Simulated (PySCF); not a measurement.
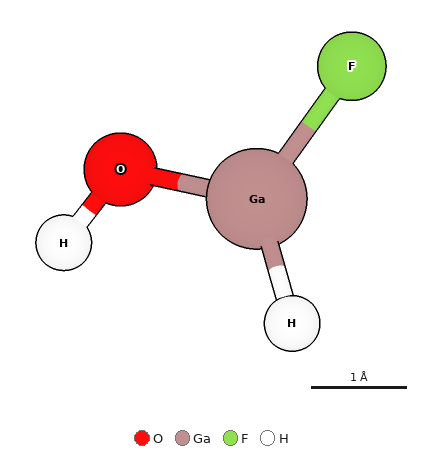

**Figure 1.** The structure as given in the input (ball-and-stick view, seen at a tilt). Sticks mark near contacts.

**Geometry relaxation of GaH2OF (charge +1) (part 1 of 2)**

The run: geometry relaxation of GaH2OF, charge +1, multiplicity 2. Method and program: HF/6-31G*, UHF (PySCF 2.14.0).

The atoms were displaced at random from an optimised geometry. The geometry is that of the parent species in another charge or spin state.

**The program's output**
```
[file] SyntaxWarning: invalid escape sequence '\W'
  S = {(paw_set(r)[0], bool(re.search(r"spin_orbit\W+true|paw_fr", str((r.get("files") or {}).get("input") or "")) or re.search("(?i)spin.orbit\W+(value\W+)?(true|yes)|value\W+spin-orbit", json.dumps(r.get("inputs"), default=str)))) for r in records}

#|     Arguments passed to driver run_optimizer():      |#
customengine              <pyscf.geomopt.geometric_solver.PySCFEngine object>
maxiter                   80
----------------------------------------------------------
Custom engine selected.
Bonds will be generated from interatomic distances less than 1.20 times sum of covalent radii
15 internal coordinates being used (instead of 15 Cartesians)
Internal coordinate system (atoms numbered from 1):
Distance 1-2
Distance 1-4
Distance 2-3
Distance 2-5
Angle 2-1-4
Angle 1-2-5
Angle 3-2-5
Out-of-Plane 2-1-3-5
Dihedral 4-1-2-3
Dihedral 4-1-2-5
Translation-X 1-5
Translation-Y 1-5
Translation-Z 1-5
Rotation-A 1-5
Rotation-B 1-5
Rotation-C 1-5
<class 'geometric.internal.Distance'> : 4
<class 'geometric.internal.Angle'> : 3
<class 'geometric.internal.OutOfPlane'> : 1
<class 'geometric.internal.Dihedral'> : 2
<class 'geometric.internal.TranslationX'> : 1
<class 'geometric.internal.TranslationY'> : 1
<class 'geometric.internal.TranslationZ'> : 1
<class 'geometric.internal.RotationA'> : 1
<class 'geometric.internal.RotationB'> : 1
<class 'geometric.internal.RotationC'> : 1
> ===== Optimization Info: ====
> Job type: Energy minimization
> Maximum number of optimization cycles: 80
> Initial / maximum trust radius (Angstrom): 0.100 / 0.300
> Convergence Criteria:
> Will converge when all 5 criteria are reached:
>  |Delta-E| < 1.00e-06
>  RMS-Grad  < 3.00e-04
>  Max-Grad  < 4.50e-04
>  RMS-Disp  < 1.20e-03
>  Max-Disp  < 1.80e-03
> === End Optimization Info ===

Geometry optimization cycle 1
Cartesian coordinates (Angstrom)
 Atom        New coordinates             dX        dY        dZ
   O  -1.140978  -0.582630  -0.288548    0.000000  0.000000  0.000000
  Ga   0.390080   0.307423   0.013083    0.000000  0.000000  0.000000
   F   0.439406   1.783822  -0.869879    0.000000  0.000000  0.000000
   H  -1.210058  -1.430973   0.197347    0.000000  0.000000  0.000000
   H   1.568064  -0.113231   0.929675    0.000000  0.000000 -0.000000

WARN: Mole.unit (angstrom) is changed to Bohr

WARN: HOMO -0.414079072488184 >= LUMO -0.414079072488184

converged SCF energy = -2098.08283932329  <S^2> = 0.77690017  2S+1 = 2.0267217
--------------- SecondOrderUHF_Scanner gradients ---------------
         x                y                z
0 O     0.0221475381     0.0502873429    -0.0187359945
1 Ga    -0.0656948638    -0.0850011130     0.0158734409
2 F     0.0073608071     0.0184526320    -0.0072526911
3 H     0.0282895010     0.0015901276     0.0147481423
4 H     0.0078970176     0.0146710104    -0.0046328976
----------------------------------------------
cycle 1: E = -2098.08283932  dE = -2098.08  norm(grad) = 0.130115
Step    0 : Gradient = 5.819e-02/1.086e-01 (rms/max) Energy = -2098.0828393233
Hessian Eigenvalues: 2.30000e-02 3.00002e-02 5.00000e-02 ... 2.63965e-01 3.34780e-01 5.13698e-01

Geometry optimization cycle 2
Cartesian coordinates (Angstrom)
 Atom        New coordinates             dX        dY        dZ
   O  -1.114066  -0.640516  -0.237786    0.026912 -0.057886  0.050762
  Ga   0.471873   0.387710   0.009370    0.081793  0.080287 -0.003713
   F   0.437295   1.821089  -0.894227   -0.002111  0.037267 -0.024348
   H  -1.356500  -1.499565   0.158130   -0.146442 -0.068592 -0.039217
   H   1.607913  -0.104307   0.946191    0.039849  0.008924  0.016516
converged SCF energy = -2098.11069582852  <S^2> = 0.76232053  2S+1 = 2.0122828
--------------- SecondOrderUHF_Scanner gradients ---------------
         x                y                z
0 O     0.0022307120     0.0277429439    -0.0158893830
1 Ga    -0.0372688646    -0.0416875232     0.0049586741
2 F     0.0082613853     0.0071232234     0.0002208641
3 H     0.0167747116    -0.0031925366     0.0113040297
4 H     0.0100020558     0.0100138925    -0.0005941849
----------------------------------------------
cycle 2: E = -2098.11069583  dE = -0.0278565  norm(grad) = 0.0701256
Step    1 : Displace = 1.014e-01/1.664e-01 (rms/max) Trust = 1.000e-01 (=) Grad = 3.136e-02/5.614e-02 (rms/max) E (change) = -2098.1106958285 (-2.786e-02) Quality = 1.233
Hessian Eigenvalues: 2.30000e-02 3.00002e-02 5.00000e-02 ... 2.74477e-01 3.39206e-01 5.13446e-01

Geometry optimization cycle 3
Cartesian coordinates (Angstrom)
 Atom        New coordinates             dX        dY        dZ
   O  -1.036508  -0.653397  -0.186622    0.077558 -0.012881  0.051164
  Ga   0.610918   0.443419   0.052461    0.139045  0.055709  0.043091
   F   0.295858   1.763242  -0.937265   -0.141437 -0.057847 -0.043038
   H  -1.503970  -1.468442   0.056842   -0.147470  0.031123 -0.101288
   H   1.680217  -0.120411   0.996261    0.072304 -0.016104  0.050070
converged SCF energy = -2098.12904967915  <S^2> = 0.75691835  2S+1 = 2.0069064
--------------- SecondOrderUHF_Scanner gradients ---------------
         x                y                z
0 O    -0.0024679828     0.0158316526    -0.0111456918
1 Ga    -0.0159457959    -0.0182825110     0.0023798296
2 F     0.0039756362     0.0000198815     0.0022153171
3 H     0.0093696656    -0.0033513881     0.0072825692
4 H     0.0050684769     0.0057823649    -0.0007320240
----------------------------------------------
cycle 3: E = -2098.12904968  dE = -0.0183539  norm(grad) = 0.0347502
Step    2 : Displace = 1.409e-01/1.793e-01 (rms/max) Trust = 1.414e-01 (+) Grad = 1.554e-02/2.438e-02 (rms/max) E (change) = -2098.1290496792 (-1.835e-02) Quality = 1.096
Hessian Eigenvalues: 2.30000e-02 3.00002e-02 5.00000e-02 ... 2.71818e-01 3.42779e-01 5.13757e-01

Geometry optimization cycle 4
Cartesian coordinates (Angstrom)
 Atom        New coordinates             dX        dY        dZ
   O  -0.945510  -0.707185  -0.102613    0.090998 -0.053788  0.084008
  Ga   0.729693   0.512061   0.077246    0.118776  0.068643  0.024786
   F   0.173137   1.702270  -0.968387   -0.122720 -0.060972 -0.031123
   H  -1.623257  -1.395703  -0.054809   -0.119287  0.072739 -0.111651
   H   1.712450  -0.147033   1.030241    0.032233 -0.026622  0.033980
converged SCF energy = -2098.13825834541  <S^2> = 0.75650467  2S+1 = 2.0064941
--------------- SecondOrderUHF_Scanner gradients ---------------
         x                y                z
0 O    -0.0027260975     0.0049791368    -0.0045951397
1 Ga     0.0004794849    -0.0059336206     0.0039907631
2 F    -0.0004591357     0.0006888604    -0.0007073619
3 H     0.0034299445    -0.0015512880     0.0028638710
4 H    -0.0007241962     0.0018169114    -0.0015521326
----------------------------------------------
cycle 4: E = -2098.13825835  dE = -0.00920867  norm(grad) = 0.0115972
Step    3 : Displace = 1.358e-01/1.746e-01 (rms/max) Trust = 2.000e-01 (+) Grad = 5.186e-03/7.303e-03 (rms/max) E (change) = -2098.1382583454 (-9.209e-03) Quality = 1.221
Hessian Eigenvalues: 2.30000e-02 3.00001e-02 4.35218e-02 ... 2.71465e-01 3.43495e-01 5.13851e-01

Geometry optimization cycle 5
Cartesian coordinates (Angstrom)
 Atom        New coordinates             dX        dY        dZ
   O  -0.914394  -0.742893  -0.063431    0.031116 -0.035708  0.039182
  Ga   0.755959   0.535171   0.075294    0.026266  0.023110 -0.001952
   F   0.146305   1.690343  -0.974960   -0.026832 -0.011927 -0.006573
   H  -1.657230  -1.362343  -0.093548   -0.033973  0.033360 -0.038739
   H   1.715874  -0.155868   1.038322    0.003424 -0.008835  0.008081
converged SCF energy = -2098.13927114836  <S^2> = 0.75658077  2S+1 = 2.00657
--------------- SecondOrderUHF_Scanner gradients ---------------
         x                y                z
0 O    -0.0011217681     0.0013504115    -0.0014445987
1 Ga     0.0007525092     0.0006135672    -0.0001124496
2 F    -0.0002964001    -0.0003495077     0.0001140413
3 H     0.0011322710    -0.0008471727     0.0011571040
4 H    -0.0004666119    -0.0007672983     0.0002859030
----------------------------------------------
cycle 5: E = -2098.13927115  dE = -0.0010128  norm(grad) = 0.00325178
Step    4 : Displace = 4.431e-02/6.280e-02 (rms/max) Trust = 2.828e-01 (+) Grad = 1.454e-03/2.274e-03 (rms/max) E (change) = -2098.1392711484 (-1.013e-03) Quality = 1.209
Hessian Eigenvalues: 2.30000e-02 2.98956e-02 3.38058e-02 ... 2.71526e-01 3.44172e-01 5.13515e-01

Geometry optimization cycle 6
Cartesian coordinates (Angstrom)
 Atom        New coordinates             dX        dY        dZ
   O  -0.905976  -0.756476  -0.049861    0.008418 -0.013583  0.013570
  Ga   0.762861   0.538196   0.082843    0.006902  0.003024  0.007549
   F   0.134535   1.676227  -0.975215   -0.011770 -0.014116 -0.000255
   H  -1.674139  -1.344250  -0.115998   -0.016909  0.018093 -0.022450
   H   1.729233  -0.149286   1.039908    0.013360  0.006582  0.001586
converged SCF energy = -2098.13940120134  <S^2> = 0.7566099  2S+1 = 2.006599
--------------- SecondOrderUHF_Scanner gradients ---------------
         x                y                z
0 O     0.0005462845     0.0011352501    -0.0004264605
1 Ga     0.0013749410     0.0015656033     0.0001656929
2 F    -0.0003019621    -0.0003407224    -0.0001087187
3 H    -0.0008503952    -0.0014808026     0.0004280692
4 H    -0.0007688682    -0.0008793284    -0.0000585830
----------------------------------------------
cycle 6: E = -2098.1394012  dE = -0.000130053  norm(grad) = 0.00329002
Step    5 : Displace = 2.111e-02/3.222e-02 (rms/max) Trust = 3.000e-01 (+) Grad = 1.471e-03/2.090e-03 (rms/max) E (change) = -2098.1394012013 (-1.301e-04) Quality = -0.001
Failed inverse iteration - checking coordinate system
Internal coordinate system may have changed
-- Added: --
LinearAngleX 2-1-4
LinearAngleY 2-1-4
-- Deleted: --
Angle 2-1-4
Dihedral 4-1-2-3
Dihedral 4-1-2-5
Refreshing coordinate system and resetting rotations
Updating Hessian using 3 steps from history
Hessian Eigenvalues: 2.30474e-02 4.99730e-02 5.00000e-02 ... 2.47257e-01 3.36325e-01 5.26418e-01

Geometry optimization cycle 7
Cartesian coordinates (Angstrom)
 Atom        New coordinates             dX        dY        dZ
   O  -0.905263  -0.761785  -0.048054    0.000713 -0.005309  0.001807
  Ga   0.766360   0.530375   0.079741    0.003499 -0.007821 -0.003102
   F   0.129002   1.670853  -0.970486   -0.005534 -0.005374  0.004729
   H  -1.681882  -1.335602  -0.123743   -0.007743  0.008648 -0.007746
   H   1.738298  -0.139430   1.044221    0.009065  0.009856  0.004313
converged SCF energy = -2098.13945365893  <S^2> = 0.75660734  2S+1 = 2.0065965
--------------- SecondOrderUHF_Scanner gradients ---------------
         x                y                z
0 O    -0.0002551010     0.0002827386    -0.0002644027
1 Ga     0.0014554734     0.0011457759    -0.0005184525
2 F    -0.0003053139    -0.0001383621     0.0001704730
3 H    -0.0002232197    -0.0007269940     0.0003443915
4 H    -0.0006718389    -0.0005631583     0.0002679907
----------------------------------------------
cycle 7: E = -2098.13945366  dE = -5.24576e-05  norm(grad) = 0.00236509
Step    6 : Displace = 1.086e-02/1.413e-02 (rms/max) Trust = 1.055e-02 (-) Grad = 1.058e-03/1.924e-03 (rms/max) E (change) = -2098.1394536589 (-5.246e-05) Quality = 1.083
Hessian Eigenvalues: 1.86499e-02 4.44030e-02 4.99867e-02 ... 2.48745e-01 3.36476e-01 5.10082e-01

Geometry optimization cycle 8
Cartesian coordinates (Angstrom)
 Atom        New coordinates             dX        dY        dZ
   O  -0.907409  -0.765417  -0.045016   -0.002146 -0.003632  0.003039
  Ga   0.761147   0.526490   0.090919   -0.005213 -0.003885  0.011178
   F   0.125732   1.658585  -0.970019   -0.003269 -0.012268  0.000467
   H  -1.689598  -1.326259  -0.136313   -0.007716  0.009343 -0.012570
   H   1.756642  -0.128988   1.042107    0.018344  0.010442 -0.002114
converged SCF energy = -2098.13950659655  <S^2> = 0.75660035  2S+1 = 2.0065895
--------------- SecondOrderUHF_Scanner gradients ---------------
         x                y                z
0 O    -0.0017572989    -0.0009721251    -0.0004250025
1 Ga     0.0005342468     0.0011692938     0.0001059630
2 F     0.0000520983    -0.0002359128    -0.0000423855
3 H     0.0012042022     0.0004905296     0.0003533134
4 H    -0.0000332484    -0.0004517855     0.0000081116
----------------------------------------------
cycle 8: E = -2098.1395066  dE = -5.29376e-05  norm(grad) = 0.00282111
Step    7 : Displace = 1.490e-02/2.125e-02 (rms/max) Trust = 1.492e-02 (+) Grad = 1.262e-03/2.053e-03 (rms/max) E (change) = -2098.1395065966 (-5.294e-05) Quality = 0.764
Hessian Eigenvalues: 2.62402e-02 4.38162e-02 4.99852e-02 ... 2.45491e-01 3.36424e-01 5.52438e-01

Geometry optimization cycle 9
Cartesian coordinates (Angstrom)
 Atom        New coordinates             dX        dY        dZ
   O  -0.906103  -0.770685  -0.042184    0.001306 -0.005268  0.002832
  Ga   0.763229   0.515606   0.093384    0.002082 -0.010884  0.002465
   F   0.116668   1.645296  -0.964387   -0.009064 -0.013289  0.005632
   H  -1.701168  -1.312156  -0.150561   -0.011570  0.014103 -0.014248
   H   1.773889  -0.113650   1.045426    0.017247  0.015338  0.003319
converged SCF energy = -2098.13953355124  <S^2> = 0.75661944  2S+1 = 2.0066085
--------------- SecondOrderUHF_Scanner gradients ---------------
         x                y                z
0 O    -0.0007389697    -0.0004309870    -0.0001423526
1 Ga     0.0005446939     0.0003240094     0.0000866066
2 F     0.0000365982    -0.0000129451     0.0000350603
3 H     0.0001293806     0.0000320496     0.0000515262
4 H     0.0000282970     0.0000878731    -0.0000308406
----------------------------------------------
cycle 9: E = -2098.13953355  dE = -2.69547e-05  norm(grad) = 0.00109266
Step    8 : Displace = 1.753e-02/2.342e-02 (rms/max) Trust = 2.111e-02 (+) Grad = 4.887e-04/8.672e-04 (rms/max) E (change) = -2098.1395335512 (-2.695e-05) Quality = 1.044
Hessian Eigenvalues: 2.63272e-02 4.20793e-02 4.99850e-02 ... 2.45467e-01 3.36326e-01 5.46108e-01

Geometry optimization cycle 10
Cartesian coordinates (Angstrom)
 Atom        New coordinates             dX        dY        dZ
   O  -0.905236  -0.770485  -0.041836    0.000867  0.000200  0.000348
  Ga   0.762398   0.514738   0.093436   -0.000830 -0.000868  0.000052
   F   0.116206   1.644821  -0.964341   -0.000462 -0.000475  0.000045
   H  -1.700869  -1.311193  -0.150977    0.000300  0.000963 -0.000415
   H   1.774015  -0.113470   1.045396    0.000126  0.000181 -0.000030
converged SCF energy = -2098.13953585379  <S^2> = 0.75662103  2S+1 = 2.0066101
--------------- SecondOrderUHF_Scanner gradients ---------------
         x                y                z
0 O    -0.0004893811    -0.0002862426    -0.0000923225
1 Ga     0.0003581493     0.0001964296     0.0000592797
2 F     0.0000319562     0.0000243734     0.0000102968
3 H     0.0000396167    -0.0000079279     0.0000261505
4 H     0.0000596589     0.0000733675    -0.0000034044
----------------------------------------------
cycle 10: E = -2098.13953585  dE = -2.30255e-06  norm(grad) = 0.000716458
Step    9 : Displace = 8.987e-04/1.204e-03 (rms/max) Trust = 2.985e-02 (+) Grad = 3.204e-04/5.744e-04 (rms/max) E (change) = -2098.1395358538 (-2.303e-06) Quality = 1.685
Hessian Eigenvalues: 2.66543e-02 4.04210e-02 4.99837e-02 ... 2.17438e-01 3.37445e-01 5.51499e-01

Geometry optimization cycle 11
Cartesian coordinates (Angstrom)
 Atom        New coordinates             dX        dY        dZ
   O  -0.902578  -0.769180  -0.041148    0.002658  0.001305  0.000688
  Ga   0.760843   0.513639   0.093394   -0.001555 -0.001099 -0.000042
   F   0.114575   1.643647  -0.964593   -0.001631 -0.001174 -0.000252
   H  -1.698840  -1.309005  -0.151190    0.002028  0.002188 -0.000214
   H   1.772514  -0.114690   1.045216   -0.001500 -0.001221 -0.000181
converged SCF energy = -2098.13953845375  <S^2> = 0.75662234  2S+1 = 2.0066114
--------------- SecondOrderUHF_Scanner gradients ---------------
         x                y                z
0 O     0.0000250688     0.0000350576    -0.0000047707
1 Ga    -0.0000061573    -0.0000187861     0.0000042450
2 F     0.0000057860    -0.0000061936     0.0000082325
3 H    -0.0000329986    -0.0000270285    -0.0000033979
4 H     0.0000083011     0.0000169506    -0.0000043089
----------------------------------------------
cycle 11: E = -2098.13953845  dE = -2.59996e-06  norm(grad) = 6.80771e-05
Step   10 : Displace = 2.437e-03/3.039e-03 (rms/max) Trust = 4.221e-02 (+) Grad = 3.045e-05/4.336e-05 (rms/max) E (change) = -2098.1395384538 (-2.600e-06) Quality = 1.013
Hessian Eigenvalues: 2.68479e-02 4.26738e-02 4.99833e-02 ... 2.17376e-01 3.37529e-01 5.52185e-01

Geometry optimization cycle 12
Cartesian coordinates (Angstrom)
 Atom        New coordinates             dX        dY        dZ
   O  -0.902468  -0.769218  -0.041067    0.000110 -0.000038  0.000081
  Ga   0.760831   0.513877   0.093272   -0.000012  0.000238 -0.000122
   F   0.114712   1.643973  -0.964729    0.000137  0.000326 -0.000136
   H  -1.698627  -1.309162  -0.150975    0.000213 -0.000157  0.000216
   H   1.772066  -0.115059   1.045177   -0.000448 -0.000368 -0.000039
converged SCF energy = -2098.13953847387  <S^2> = 0.7566218  2S+1 = 2.0066109
--------------- SecondOrderUHF_Scanner gradients ---------------
         x                y                z
0 O     0.0000066077     0.0000064627     0.0000026055
1 Ga    -0.0000016045    -0.0000080500     0.0000031187
2 F    -0.0000001548     0.0000060405    -0.0000038965
3 H    -0.0000070971    -0.0000062799    -0.0000020540
4 H     0.0000022487     0.0000018268     0.0000002264
----------------------------------------------
cycle 12: E = -2098.13953847  dE = -2.01194e-08  norm(grad) = 1.79857e-05
```
